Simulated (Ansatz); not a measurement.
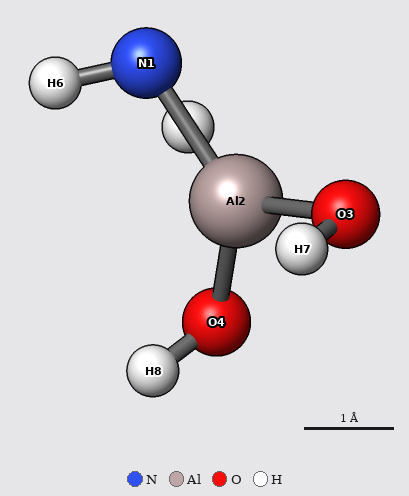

*The starting structure (ball-and-stick view, seen at a tilt; atoms are numbered from 1 in the order of the input). Sticks mark near contacts.*

# AlNH4O2: geometry relaxation (part 1 of 2)

- system: AlNH4O2
- method: RKS PBE-D4/def2-SVPD (Ansatz 0.2.0)

It belongs to a series of runs on one base structure; here: end point B relaxed. Figures and captions count atoms from 1; the log counts them from 0 in places.

Input file:
```yaml
crystal:
  periodic: [false, false, false]
  atoms:
    - { symbol: "N", position_ang: [-0.2981, 1.5357, 0.1738] }
    - { symbol: Al, position_ang: [0.1397, -0.2007, -0.3354] }
    - { symbol: O, position_ang: [1.8403, -0.5704, -0.8313] }
    - { symbol: O, position_ang: [-1.0399, -1.5225, -0.3225] }
    - { symbol: H, position_ang: [-1.09869, 0.69225, -0.53698] }
    - { symbol: H, position_ang: [-0.7456, 1.5414, 1.1243] }
    - { symbol: H, position_ang: [2.346, -0.814, 0.0361] }
    - { symbol: H, position_ang: [-1.029, -1.8879, 0.591] }
basis:
  gaussian: { orbitals: def2-SVPD }
hamiltonian:
  xc: pbe
  dispersion: d4
relax:
  f_tol: 0.02
  max_steps: 50
output:
  orbitals: {}
```

Hardware: 2 threads of Arm Neoverse V1, 24 GiB of memory available, shared host.

Command:
```bash
ansatz run input.yaml --threads 2 --pin off --max-ram 3072MiB --backend cpu --events-out ev --progress --plain --runs-dir out
```

What the program printed:
```
The last accepted step is kept in [file] (removed where the run ends without a failure and the disk answers)
Engine: ansatz 0.2.0, aarch64-unknown-linux-gnu
Functional definition: PBE
  parameter kappa = 0.804
  parameter beta = 0.06672455060314922
  exchange = pbe_x(kappa = kappa, mu = beta*pi^2/3)
  correlation = pbe_c(beta = beta)
1030 factors; their error is unknown
mean field evaluation 1: about -12212.5715 eV, gradient 9.9e1 eV
mean field evaluation 2: about -12081.2412 eV, gradient 2.3e2 eV
mean field evaluation 4: about -12227.6760 eV, gradient 4.2e1 eV
mean field evaluation 8: about -12231.3279 eV, gradient 2.0e-1 eV
mean field evaluation 16: about -12231.2729 eV, gradient 2.3e-4 eV
mean field -12231.27286363 eV, -449.4909870839 hartree, gradient 1.4e-5 eV, S^2 0.000000; 0 other end points of the search recorded, 0 dependent functions left out
the calculation of the forces begins
reference -12231.27291413 eV, -449.4909889399 hartree; 20, 20 occupied and 102, 102 virtual orbitals, 1030 factors
relax step   1: F+E_penalty+E_count = -12231.38784130 eV  Δ(F+E_penalty+E_count) = +0.000e0 eV  max|allowed force component| = 4.555e0 eV/Å  Δτ_max = 0.0000 Å  (29 SCF iters, accepted)
these checks for a lower state are left out or cut short: starts, cluster_reference, orbital_swaps, neighbouring_geometries, increment
1030 factors; their error is unknown
mean field -12232.62565169 eV, -449.5407011282 hartree, gradient 1.2e-5 eV, S^2 0.000000; 0 other end points of the search recorded, 0 dependent functions left out
the calculation of the forces begins
reference -12232.62570157 eV, -449.5407029612 hartree; 20, 20 occupied and 102, 102 virtual orbitals, 1030 factors
relax step   2: F+E_penalty+E_count = -12232.73937986 eV  Δ(F+E_penalty+E_count) = -1.352e0 eV  max|allowed force component| = 3.063e0 eV/Å  Δτ_max = 0.1981 Å  (38 SCF iters, accepted)
these checks for a lower state are left out or cut short: starts, cluster_reference, orbital_swaps, neighbouring_geometries, increment
1030 factors; their error is unknown
mean field evaluation 32: about -12233.2353 eV, gradient 4.7e-5 eV
mean field -12233.23529467 eV, -449.5631050946 hartree, gradient 1.1e-5 eV, S^2 0.000000; 0 other end points of the search recorded, 0 dependent functions left out
the calculation of the forces begins
reference -12233.23534425 eV, -449.5631069166 hartree; 20, 20 occupied and 102, 102 virtual orbitals, 1030 factors
relax step   3: F+E_penalty+E_count = -12233.34944178 eV  Δ(F+E_penalty+E_count) = -6.101e-1 eV  max|allowed force component| = 3.904e0 eV/Å  Δτ_max = 0.1957 Å  (35 SCF iters, accepted)
these checks for a lower state are left out or cut short: starts, cluster_reference, orbital_swaps, neighbouring_geometries, increment
1030 factors; their error is unknown
mean field -12233.71746758 eV, -449.5808246221 hartree, gradient 1.2e-5 eV, S^2 0.000000; 0 other end points of the search recorded, 0 dependent functions left out
the calculation of the forces begins
reference -12233.71751783 eV, -449.5808264686 hartree; 20, 20 occupied and 102, 102 virtual orbitals, 1030 factors
relax step   4: F+E_penalty+E_count = -12233.83204463 eV  Δ(F+E_penalty+E_count) = -4.826e-1 eV  max|allowed force component| = 1.300e0 eV/Å  Δτ_max = 0.1903 Å  (37 SCF iters, accepted)
these checks for a lower state are left out or cut short: starts, cluster_reference, orbital_swaps, neighbouring_geometries, increment
1030 factors; their error is unknown
mean field -12233.97051816 eV, -449.5901240592 hartree, gradient 1.0e-5 eV, S^2 0.000000; 0 other end points of the search recorded, 0 dependent functions left out
the calculation of the forces begins
reference -12233.97056829 eV, -449.5901259017 hartree; 20, 20 occupied and 102, 102 virtual orbitals, 1030 factors
relax step   5: F+E_penalty+E_count = -12234.08811063 eV  Δ(F+E_penalty+E_count) = -2.561e-1 eV  max|allowed force component| = 1.033e0 eV/Å  Δτ_max = 0.2000 Å  (35 SCF iters, accepted)
these checks for a lower state are left out or cut short: starts, cluster_reference, orbital_swaps, neighbouring_geometries, increment
1030 factors; their error is unknown
mean field -12234.11889238 eV, -449.5955767114 hartree, gradient 9.9e-6 eV, S^2 0.000000; 0 other end points of the search recorded, 0 dependent functions left out
the calculation of the forces begins
reference -12234.11894201 eV, -449.5955785351 hartree; 20, 20 occupied and 102, 102 virtual orbitals, 1030 factors
relax step   6: F+E_penalty+E_count = -12234.23682581 eV  Δ(F+E_penalty+E_count) = -1.487e-1 eV  max|allowed force component| = 6.223e-1 eV/Å  Δτ_max = 0.2000 Å  (37 SCF iters, accepted)
these checks for a lower state are left out or cut short: starts, cluster_reference, orbital_swaps, neighbouring_geometries, increment
1030 factors; their error is unknown
mean field evaluation 64: about -12234.2754 eV, gradient 3.7e-5 eV
mean field -12234.27543251 eV, -449.6013294548 hartree, gradient 9.5e-6 eV, S^2 0.000000; 0 other end points of the search recorded, 0 dependent functions left out
the calculation of the forces begins
reference -12234.27548165 eV, -449.6013312608 hartree; 20, 20 occupied and 102, 102 virtual orbitals, 1030 factors
relax step   7: F+E_penalty+E_count = -12234.39349193 eV  Δ(F+E_penalty+E_count) = -1.567e-1 eV  max|allowed force component| = 1.192e0 eV/Å  Δτ_max = 0.2000 Å  (35 SCF iters, accepted)
these checks for a lower state are left out or cut short: starts, cluster_reference, orbital_swaps, neighbouring_geometries, increment
1030 factors; their error is unknown
mean field -12234.51326927 eV, -449.6100697946 hartree, gradient 8.4e-6 eV, S^2 0.000000; 0 other end points of the search recorded, 0 dependent functions left out
the calculation of the forces begins
reference -12234.51331785 eV, -449.6100715802 hartree; 20, 20 occupied and 102, 102 virtual orbitals, 1030 factors
relax step   8: F+E_penalty+E_count = -12234.63173820 eV  Δ(F+E_penalty+E_count) = -2.382e-1 eV  max|allowed force component| = 6.454e-1 eV/Å  Δτ_max = 0.1993 Å  (35 SCF iters, accepted)
these checks for a lower state are left out or cut short: starts, cluster_reference, orbital_swaps, neighbouring_geometries, increment
1030 factors; their error is unknown
mean field -12234.62921104 eV, -449.6143305762 hartree, gradient 7.0e-6 eV, S^2 0.000000; 0 other end points of the search recorded, 0 dependent functions left out
the calculation of the forces begins
reference -12234.62925927 eV, -449.6143323487 hartree; 20, 20 occupied and 102, 102 virtual orbitals, 1030 factors
relax step   9: F+E_penalty+E_count = -12234.74806379 eV  Δ(F+E_penalty+E_count) = -1.163e-1 eV  max|allowed force component| = 4.775e-1 eV/Å  Δτ_max = 0.2000 Å  (34 SCF iters, accepted)
these checks for a lower state are left out or cut short: starts, cluster_reference, orbital_swaps, neighbouring_geometries, increment
1030 factors; their error is unknown
mean field -12234.67203646 eV, -449.6159043813 hartree, gradient 6.9e-6 eV, S^2 0.000000; 0 other end points of the search recorded, 0 dependent functions left out
the calculation of the forces begins
reference -12234.67208479 eV, -449.6159061573 hartree; 20, 20 occupied and 102, 102 virtual orbitals, 1030 factors
relax step  10: F+E_penalty+E_count = -12234.79079159 eV  Δ(F+E_penalty+E_count) = -4.273e-2 eV  max|allowed force component| = 2.674e-1 eV/Å  Δτ_max = 0.2000 Å  (34 SCF iters, accepted)
these checks for a lower state are left out or cut short: starts, cluster_reference, orbital_swaps, neighbouring_geometries, increment
1030 factors; their error is unknown
mean field evaluation 96: about -12234.6845 eV, gradient 3.9e-5 eV
mean field -12234.68446674 eV, -449.6163611857 hartree, gradient 6.9e-6 eV, S^2 0.000000; 0 other end points of the search recorded, 0 dependent functions left out
the calculation of the forces begins
reference -12234.68451501 eV, -449.6163629596 hartree; 20, 20 occupied and 102, 102 virtual orbitals, 1030 factors
relax step  11: F+E_penalty+E_count = -12234.80334375 eV  Δ(F+E_penalty+E_count) = -1.255e-2 eV  max|allowed force component| = 6.873e-2 eV/Å  Δτ_max = 0.0924 Å  (35 SCF iters, accepted)
these checks for a lower state are left out or cut short: starts, cluster_reference, orbital_swaps, neighbouring_geometries, increment
1030 factors; their error is unknown
mean field -12234.68598314 eV, -449.6164169122 hartree, gradient 5.9e-6 eV, S^2 0.000000; 0 other end points of the search recorded, 0 dependent functions left out
the calculation of the forces begins
reference -12234.68603142 eV, -449.6164186868 hartree; 20, 20 occupied and 102, 102 virtual orbitals, 1030 factors
relax step  12: F+E_penalty+E_count = -12234.80490758 eV  Δ(F+E_penalty+E_count) = -1.564e-3 eV  max|allowed force component| = 9.148e-3 eV/Å  Δτ_max = 0.0358 Å  (30 SCF iters, accepted)
```

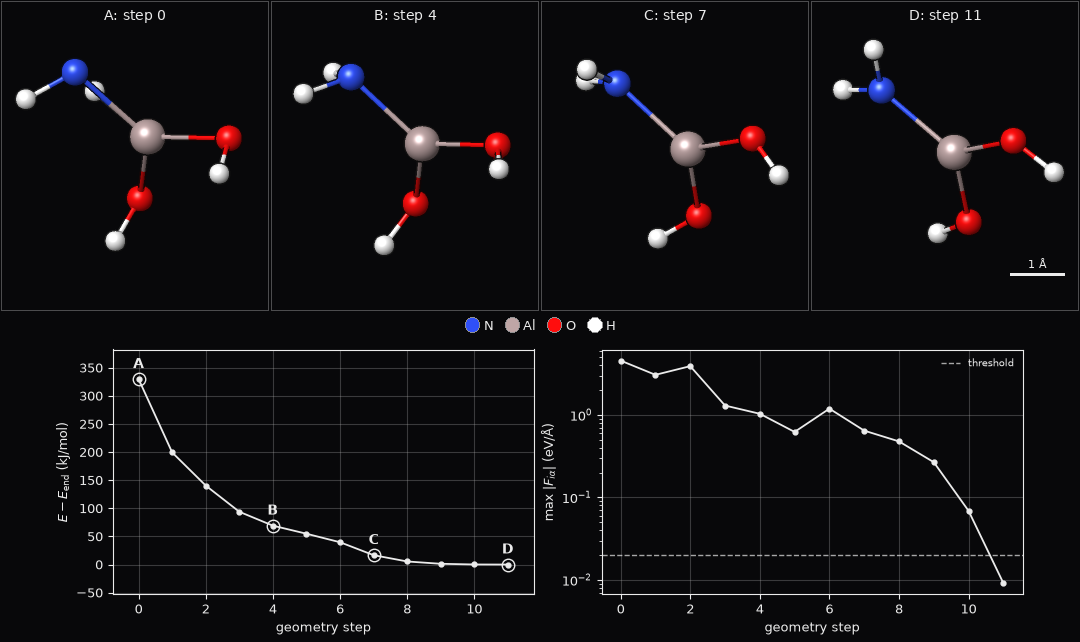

*Frames of the relaxation (ball-and-stick view, seen at a tilt) above the curves, on which the letters mark them (the first geometry is step 0 here and step 1 in the log).*

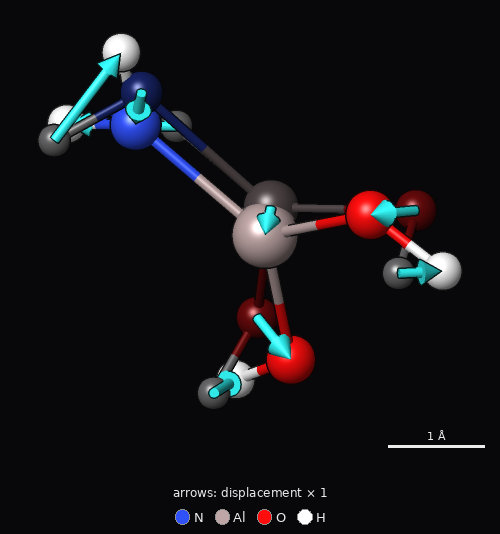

*Start (faint) and end (solid) with the displacements as teal arrows, at true length (ball-and-stick view, seen at a tilt). The two geometries are laid on each other by the best rigid fit.*

Over 11 geometry steps the energy falls by 329.7 kJ/mol. Largest force component: 4.6 eV/Å at the start, 0.0091 eV/Å at the end. The largest move after the best rigid fit is that of H6, 1.16 Å. Largest moves by element: H 1.16 Å, O 0.68 Å, N 0.53 Å, Al 0.33 Å. Distances before and after: Al2–H5 1.540 → 2.516 Å, N1–H5 1.363 → 1.018 Å, Al2–O3 1.810 → 1.725 Å, N1–Al2 1.862 → 1.780 Å. New bonds form: N1–H5 (1.36 → 1.02 Å). Bonds break: Al2–H5 (1.54 → 2.52 Å). Among the angles that change: Al2–O4–H8 106.0° → 124.5°, Al2–O3–H7 106.1° → 122.3°, Al2–N1–H6 110.7° → 123.4°. (Atoms are counted from 1 in the order of the input.)
